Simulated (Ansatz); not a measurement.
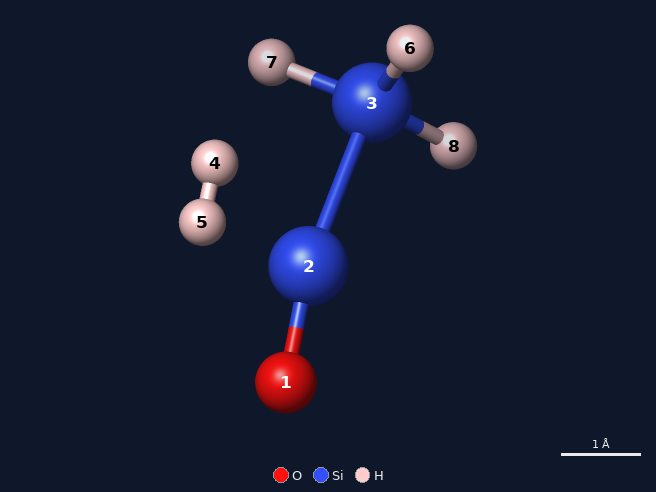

Atoms carry their numbers in the input. The species has charge +1 and is a spin singlet. Computed geometry: PBE-D4/def2-SVP optimisation. No frequency run is at hand to confirm it as a minimum.

Give the bond lengths.

```csv
bond,length (Å)
O1–Si2,1.531
Si2–Si3,2.420
Si3–H6,1.495
Si3–H7,1.495
Si3–H8,1.495
H4–H5,0.780
```
